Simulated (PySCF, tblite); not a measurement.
# C₂H₁₀FNSi₂: geometry, infrared bands and NMR shifts

Aim: predict the infrared bands and NMR shifts of C₂H₁₀FNSi₂ (`C[SiH2]C[Si@H](N)F`).

Programs: tblite 0.8.0 and PySCF 2.14.0, with density-fitted response routines of our own. Each step states its level of theory. These are calculated values for one molecule in the gas phase, unless marked as measured. Atoms count from 0, in the outputs and in this text.

### Step 1. The molecule as given

16 atoms, charge 0, multiplicity 1; geometry from: force field or distance geometry start.

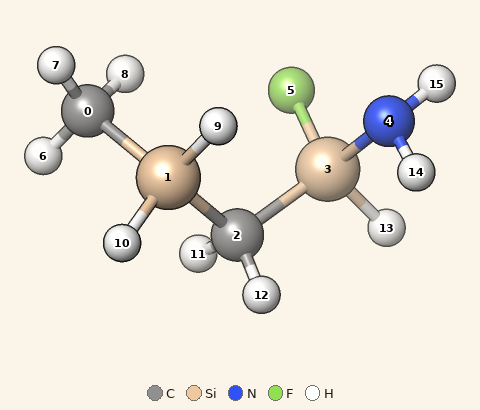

As it starts; carbon grey, silicon light orange, nitrogen blue, fluorine green, hydrogen white, atoms numbered.

### Step 2. Relaxing the molecule with GFN2-xTB

Job settings and geometry (Å):

```
{"job": {"kind": "relax", "xc": "GFN2-xTB", "basis": "xTB"}, "charge": 0, "multiplicity": 1}
C      2.352200    -0.437700     0.448600
Si     1.146900     0.822000    -0.241200
C     -0.210400    -0.047300    -1.135900
Si    -1.564800    -0.649700    -0.022300
N     -2.190000     0.659600     1.046800
F     -1.027600    -1.940500     0.943500
H      2.862700    -0.892400    -0.411100
H      3.032000     0.049800     1.174700
H      1.726900    -1.202000     0.983600
H      0.638600     1.736300     0.797700
H      1.851900     1.647000    -1.230500
H      0.208100    -0.933400    -1.637400
H     -0.610900     0.652400    -1.916000
H     -2.687100    -1.044900    -0.882200
H     -2.615000     1.387500     0.411200
H     -2.921100     0.202100     1.659100
```

Run with:

```console
$ OMP_NUM_THREADS=1 python probes_run.py task.json out
```

One launch serves the whole session: the jobs run in the order shown.

**Question.** This job is followed by: GFN2-xTB harmonic vibrations, gas phase; GIAO PBE0/pcSseg-1 NMR shielding, non-relativistic, gas phase. What will the session give for the following? strongest single infrared mode (GFN2-xTB); zero-point energy (GFN2-xTB); 13C shifts against TMS (PBE0/pcSseg-1); 1H shifts against TMS (PBE0/pcSseg-1, means over atoms taken as alike); 29Si shifts against TMS (PBE0/pcSseg-1); 15N shifts against NH3 (PBE0/pcSseg-1); 19F shifts against CFCl3 (PBE0/pcSseg-1); surface potential, least and greatest.

**Answer**, as computed:

```
                                                              quantity                                           value
                             strongest single infrared mode (GFN2-xTB)                           2158 cm⁻¹, 445 km/mol
                                          zero-point energy (GFN2-xTB)                                   73.1 kcal/mol
                                13C shifts against TMS (PBE0/pcSseg-1)                                   0.0, -5.4 ppm
1H shifts against TMS (PBE0/pcSseg-1, means over atoms taken as alike)  5.64, 4.56, 4.39, 0.57, 0.34, -0.09, -0.32 ppm
                               29Si shifts against TMS (PBE0/pcSseg-1)                                  0.9, -45.6 ppm
                                15N shifts against NH3 (PBE0/pcSseg-1)                                        27.0 ppm
                              19F shifts against CFCl3 (PBE0/pcSseg-1)                                      -183.3 ppm
                                 surface potential, least and greatest                              -1.20 V and 1.65 V
```

**Reading.** Relaxing lowered the energy by 0.689 eV in 91 steps; the close pair that moved most is Si3–N4, from 1.802 to 1.715 Å. No mode is imaginary among the 42: a minimum at this level. The strongest single mode, at 2158 cm⁻¹, moves mainly H10. Unscaled tight-binding wavenumbers are off by several per cent, some by more. Its intensities can rank the bands wrongly.
